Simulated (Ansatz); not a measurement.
# Ni: a single-point calculation

Wanted: energy, forces and, where spin is on, moments of Ni in this cell. Ni is taken in the deposited crystal structure (space group Fm-3m), 1 atom in the cell. Source: COD entry 2100655; the sample's temperature and pressure aren't taken into account.

Method: DFT r2SCAN, PAW, plane waves, scalar-relativistic, in Ansatz 0.2.0.

## (1) The system as given

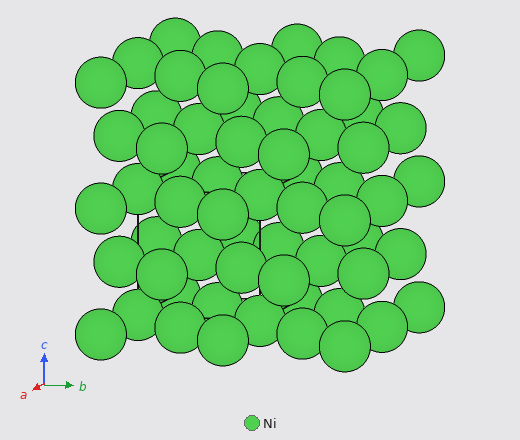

The starting structure, seen slightly off an axis (nickel green). 2×2×2 cells are drawn. Atoms on the faces are drawn again on the opposite ones. The cell drawn here is the conventional one.

As a file:

```cif
data_structure
_symmetry_space_group_name_H-M 'P 1'
_symmetry_Int_Tables_number 1
_cell_length_a 2.4981
_cell_length_b 2.4981
_cell_length_c 2.4981
_cell_angle_alpha 60.000
_cell_angle_beta 60.000
_cell_angle_gamma 60.000
_cell_volume 11.02
loop_
_atom_site_label
_atom_site_type_symbol
_atom_site_fract_x
_atom_site_fract_y
_atom_site_fract_z
_atom_site_occupancy
Ni1 Ni 0.00000 0.00000 0.00000 1
```

In tables a label like Ni1 counts atoms in the order of input.yaml; a structure file may count by element.

The search for lower states is off throughout, and inputs that name a mixer don't switch to direct minimisation unless they say so. Spin polarisation is off.

## (2) Running it

File input.yaml:

```yaml
crystal:
  lattice:
    - [0.0, 1.7664, 1.7664]
    - [1.7664, 0.0, 1.7664]
    - [1.7664, 1.7664, 0.0]
  atoms:
    - { symbol: Ni, position: [0.0, 0.0, 0.0] }
hamiltonian:
  xc: r2scan
  pseudopotentials: { kind: paw }
basis:
  ecutwfc: 500
kpoints:
  mp_grid: { grid: [15, 15, 15] }
scf:
  occupations: { method: fermi_dirac, width: 0.05 }
  lower_state_search: "off"
  algorithm: density_mixing
  max_iter: 80
  mixing: { algorithm: broyden, ndim: 8, beta: 3.0 }
output:
  forces: true
  stress: true
```

Command:

```bash
> ansatz run input.yaml --threads 2 --pin off --max-ram 5120MiB --backend cpu --events-out ev --progress --plain --runs-dir out
```

The log of the run:

```text
Error: invalid value for `scf.mixing.beta`: must be finite and in (0, 1]; got 3
```

It took 0.02 s on 2 threads of Arm Neoverse V1, shared host; peak memory 0.031 GiB.

## (3) Reading the log

The program refused this input, so nothing ran. Its message: invalid value for `scf.mixing.beta`: must be finite and in (0, 1]; got 3

Remedies tried next, one at a time: β lowered to 0.75; back to the default settings.

## (4) β lowered to 0.75

Changes to input.yaml since step 2:

```diff
@@ -19,3 +19,3 @@
   max_iter: 80
-  mixing: { algorithm: broyden, ndim: 8, beta: 3.0 }
+  mixing: { algorithm: broyden, ndim: 8, beta: 0.75 }
 output:
```

Command:

```bash
> ansatz run input.yaml --threads 2 --pin off --max-ram 5120MiB --backend cpu --events-out ev --progress --plain --runs-dir out
```

The log of the run (excerpt; [...] marks lines left out):

```text
[...]
Pseudopotentials: kind: paw
Pseudopotential: Ni, paw, valence charge 18, recommended cutoff 500 eV (meta_gga), Ni.paw.azcp
Functional definition: r2SCAN
[...]
Crystal: 1 atoms, lattice volume = 11.023 Å³
Basis set: ecut = 500 eV, 283 PW (Γ), exchange–correlation on 80×80×80 points (64 copies of the dense FFT grid, shifted against one another)
Bands: 13, of which v1, the nominal top of the filled ones, is band 9 counted from 1 (8 counted from 0)
Symmetry: 48 space group operations
Space group: Fm-3m (ITA 225), of the structure as read, at distance tolerance 2.2e-5 Å
k-points: 120 of 3375
[...]
SCF iter   1: F=-5845.147732 eV  HF=-5845.108419 eV  |F-HF|=3.93e-2  |Δ(HF+E_count)|=         —  Δρ=2.06e-2  dr2=2.56e-2  dr2_τ=2.89e-2  ethr=1.77e-3  ⟨swp⟩=5.7  Hψ=8837  notcnv=0
[...]
SCF iter   7: F=-5845.157454 eV  HF=-5845.157454 eV  |F-HF|=5.64e-11  |Δ(HF+E_count)|=   1.47e-7  Δρ=1.09e-6  dr2=3.87e-11  dr2_τ=2.21e-11  ethr=5.56e-10  ⟨swp⟩=5.2  Hψ=6356  notcnv=0
[...]
SCF converged after 7 iterations
Stability not checked: this state was not tested for a lower state beside it, because the mixer in use, unlike msr1, does not test its closes by its own steps (another_mixer; see scf.mixing.algorithm and scf.lower_state_search)
Free energy (F): -5845.157454 eV
[...]
E sigma→0 (E₀):  -5845.144685 eV
Entropy (-TS):   -0.025538 eV (-25.538 meV/atom)
Fermi energy:    17.448285 eV
[...]
--- Forces (eV/Å), atoms counted from 1 ---
  atom   1  Ni    -0.00000000     0.00000000     0.00000000
[...]
--- Stress (GPa, compression-positive) ---
      -11.847967      -0.000000      -0.000000
        0.000000     -11.847967       0.000000
       -0.000000       0.000000     -11.847967
  P = ⅓ Tr σ = -11.8480 GPa (-118.480 kbar)
```

It took 1.7 s on 2 threads of Arm Neoverse V1, shared host; peak memory 0.31 GiB.

This works: 7 iterations, with no gap on the k-mesh.

## (5) Back to the default settings

Changes to input.yaml since step 2:

```diff
@@ -17,5 +17,2 @@
   lower_state_search: "off"
-  algorithm: density_mixing
-  max_iter: 80
-  mixing: { algorithm: broyden, ndim: 8, beta: 3.0 }
 output:
```

Command:

```bash
> ansatz run input.yaml --threads 2 --pin off --max-ram 5120MiB --backend cpu --events-out ev --progress --plain --runs-dir out
```

Its history (converged in 8 iterations):

```json
{"iteration": "1", "Harris–Foulkes energy + 5846 (eV)": "0.8916", "density residual (eV)": "2.89e-02"}
{"iteration": "2", "Harris–Foulkes energy + 5846 (eV)": "0.8406", "density residual (eV)": "6.60e-03"}
{"iteration": "3", "Harris–Foulkes energy + 5846 (eV)": "0.8419", "density residual (eV)": "6.05e-03"}
{"iteration": "4", "Harris–Foulkes energy + 5846 (eV)": "0.8426", "density residual (eV)": "1.34e-05"}
{"iteration": "5", "Harris–Foulkes energy + 5846 (eV)": "0.8425", "density residual (eV)": "1.17e-04"}
{"iteration": "6", "Harris–Foulkes energy + 5846 (eV)": "0.8425", "density residual (eV)": "1.57e-05"}
{"iteration": "7", "Harris–Foulkes energy + 5846 (eV)": "0.8425", "density residual (eV)": "8.59e-07"}
{"iteration": "8", "Harris–Foulkes energy + 5846 (eV)": "0.8425", "density residual (eV)": "8.18e-09"}
```

Run time: 1.8 s. Hardware: 2 threads of Arm Neoverse V1, shared host; peak memory 0.31 GiB.

This works: 8 iterations, with no gap on the k-mesh. Against step 4: the same free energy.

## (6) All tries on one scale

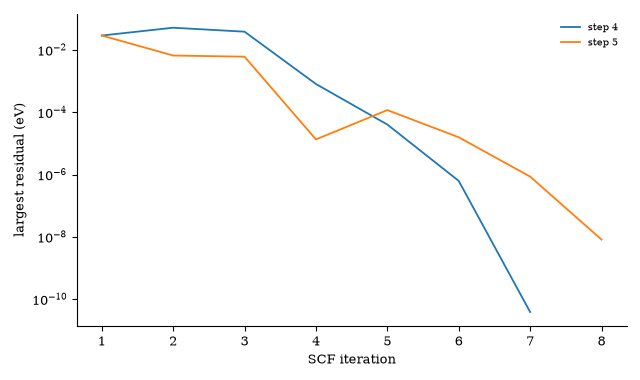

Residual along the iterations.

## (7) Results

```
                    quantity                      value
                   first try              input refused
   step 4: β lowered to 0.75  converged in 7 iterations
step 5: the default settings  converged in 8 iterations
     state reached in step 4       no gap on the k-mesh
         largest force there                 0.000 eV/Å
```

**Reading.** 2 of 2 changes make it converge; “β lowered to 0.75” does so in 7 iterations, and none in fewer.

Real Ni is ferromagnetic; without spin these runs don't describe its ground state.
